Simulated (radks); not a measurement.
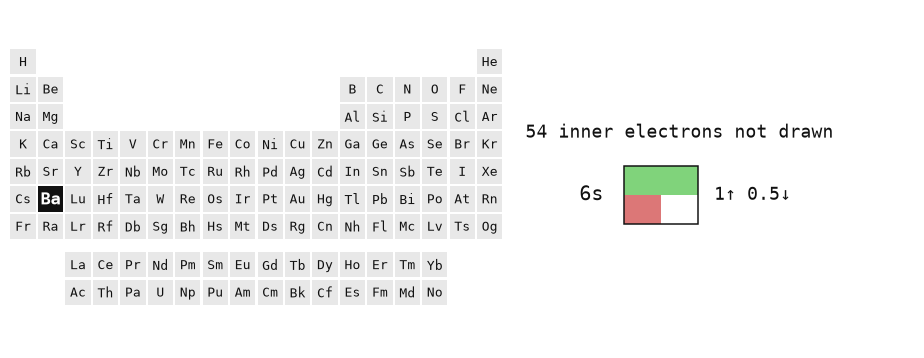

Left, the place of barium in the periodic table; right, the outer shells as the input fills them: a box for each of the 2l + 1 orbitals, shaded by the share of the shell that is filled, up spin in the upper half and down spin in the lower, with the electron count at the right.

# Ba (charge +0.5): atomic calculation

- system: Ba with charge +0.5 in the configuration [Xe] 6s1.5 (6s: 1 up, 0.5 down).
- method: scalar-relativistic Kohn-Sham, BLYP, spin-polarised, spherical densities, point nucleus (the in-house radial solver radks)

### The program's output
```
1s      1   1.0000       -1369.57373272
2s      1   1.0000        -216.55199335
2p      1   3.0000        -194.20310275
3s      1   1.0000         -45.77270000
3p      1   3.0000         -38.60966011
3d      1   5.0000         -28.20383399
4s      1   1.0000          -9.04744745
4p      1   3.0000          -6.73703838
4d      1   5.0000          -3.38398004
5s      1   1.0000          -1.32793082
5p      1   3.0000          -0.77750327
6s      1   1.0000          -0.19607940
1s      2   1.0000       -1369.57357828
2s      2   1.0000        -216.55189363
2p      2   3.0000        -194.20300438
3s      2   1.0000         -45.77255854
3p      2   3.0000         -38.60951625
3d      2   5.0000         -28.20369917
4s      2   1.0000          -9.04716487
4p      2   3.0000          -6.73672814
4d      2   5.0000          -3.38356758
5s      2   1.0000          -1.32700605
5p      2   3.0000          -0.77623193
6s      2   0.5000          -0.18921388
Etot -8136.20626468597
Ekin 8589.8090161506
Encl -19681.343536655608
Eh 3153.4437271871757
Exc -198.1154713681392
err 3.720116083985636e-09
it 13
```

### Orbitals

| orbital | occupation | energy (eV) | ⟨r⟩ (bohr) | outer maximum (bohr) |
| --- | --- | --- | --- | --- |
| 1s up | 1 | −37268.0 | 0.02558 | 0.0164 |
| 1s down | 1 | −37268.0 | 0.02558 | 0.0164 |
| 2s up | 1 | −5892.7 | 0.1097 | 0.0929 |
| 2s down | 1 | −5892.7 | 0.1097 | 0.0929 |
| 2p up | 3 | −5284.5 | 0.09618 | 0.0746 |
| 2p down | 3 | −5284.5 | 0.09618 | 0.0746 |
| 3s up | 1 | −1245.5 | 0.2920 | 0.266 |
| 3s down | 1 | −1245.5 | 0.2920 | 0.266 |
| 3p up | 3 | −1050.6 | 0.2900 | 0.261 |
| 3p down | 3 | −1050.6 | 0.2900 | 0.261 |
| 3d up | 5 | −767.465 | 0.2666 | 0.215 |
| 3d down | 5 | −767.462 | 0.2666 | 0.215 |
| 4s up | 1 | −246.194 | 0.6739 | 0.625 |
| 4s down | 1 | −246.186 | 0.6739 | 0.625 |
| 4p up | 3 | −183.324 | 0.7156 | 0.653 |
| 4p down | 3 | −183.316 | 0.7156 | 0.653 |
| 4d up | 5 | −92.083 | 0.8007 | 0.695 |
| 4d down | 5 | −92.072 | 0.8006 | 0.695 |
| 5s up | 1 | −36.135 | 1.637 | 1.47 |
| 5s down | 1 | −36.110 | 1.636 | 1.47 |
| 5p up | 3 | −21.157 | 1.921 | 1.67 |
| 5p down | 3 | −21.122 | 1.919 | 1.67 |
| 6s up | 1 | −5.336 | 4.503 | 3.95 |
| 6s down | 0.5 | −5.149 | 4.528 | 3.94 |

### Slater integrals of the outer shells (hartree)

```tsv
integral	value
F0(6s,6s)	0.2001
F0(6s,5p)	0.2482
G1(6s,5p)	0.0196
F0(6s,5s)	0.2523
G0(6s,5s)	0.0105
F0(5p,5p)	0.4690
F2(5p,5p)	0.2519
F0(5p,5s)	0.5037
G1(5p,5s)	0.3350
F0(5s,5s)	0.5496
```

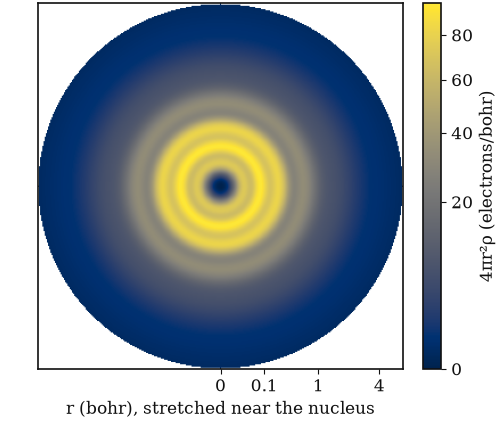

The radial density 4πr²ρ as a disc about the nucleus, with the radius drawn as r to the power 0.35. There are 4 maxima, at r = 0.0179, 0.0787, 0.224 and 0.630 bohr, parted by minima at 0.0345, 0.148 and 0.461 bohr, inside which lie 2.0, 11.2 and 29.0 electrons. The configuration has 6 principal shells, so not every shell has a maximum of its own.

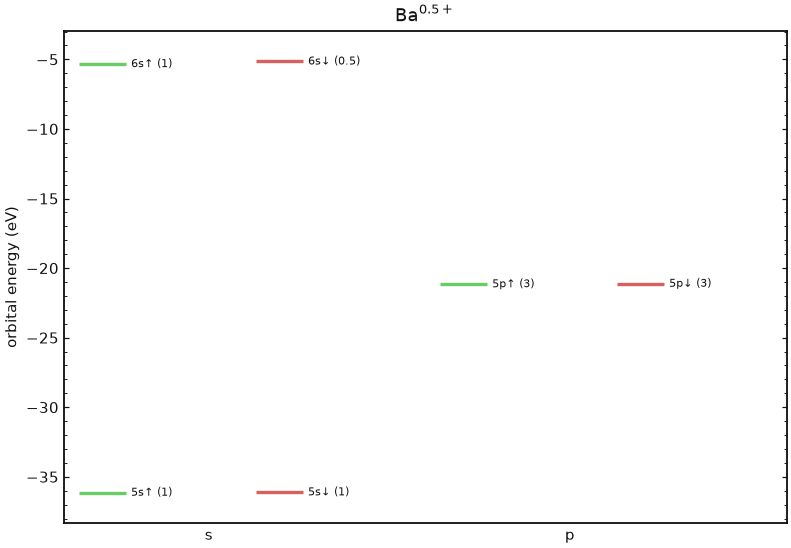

The outer levels are drawn by angular momentum (occupations in brackets, up spins at the left of each column and down spins at the right). The highest occupied level is 6s down at −5.15 eV. From the top down the occupied levels run 6s down (−5.15 eV), 6s up (−5.34 eV), 5p down (−21.1 eV), 5p up (−21.2 eV), 5s down (−36.1 eV), 5s up (−36.1 eV). The largest exchange splitting (down less up) among the shells drawn in both spins is that of 6s, 0.187 eV.

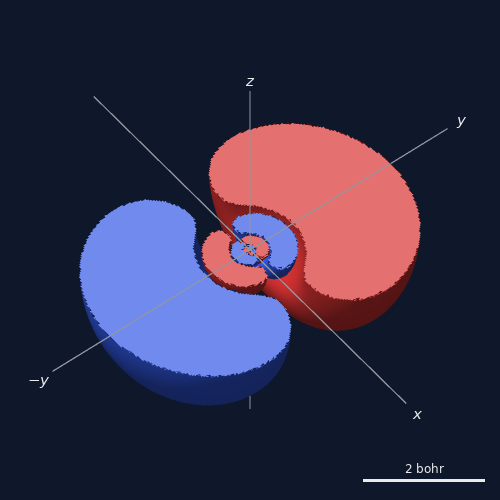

The 5p(y) orbital of up spin. The radial function comes from the spherical calculation and is multiplied by a real spherical harmonic; the overall sign is chosen so that the largest lobe of P(r) is positive; at the scalar-relativistic level it is the large component. The surface of constant |ψ| that holds about 85 % of the electron is drawn, red where ψ is positive and blue where it is negative, with the half in front of the xy plane cut away and the cut face painted. It has the nodal plane xz and 3 radial nodes, at r = 0.112, 0.334 and 0.857 bohr. The outermost maximum of P² lies at 1.67 bohr, ⟨r⟩ = 1.92 bohr, 90 % of the charge lies within 2.82 bohr, and the eigenvalue is −21.2 eV, with 3 electrons in the shell for this spin.

### Input
```
Z 56
configuration [Xe] 6s1 6s0.5
relativity scalar-relativistic
functional b88,lyp
spin polarised
nucleus point
c 137.035999084
```

Energies in input and log are in hartree, lengths in bohr.

### Results in brief

- outcome: converged
- total energy: −8136.2063 hartree
- kinetic energy: 8589.8090 hartree
- electron–nucleus energy: −19681.3435 hartree
- Hartree energy: 3153.4437 hartree
- exchange–correlation energy: −198.115471 hartree
- radius at density 0.001 e/bohr³: 5.13 bohr
- SCF iterations: 13
- hardware: 1 CPU thread, shared host
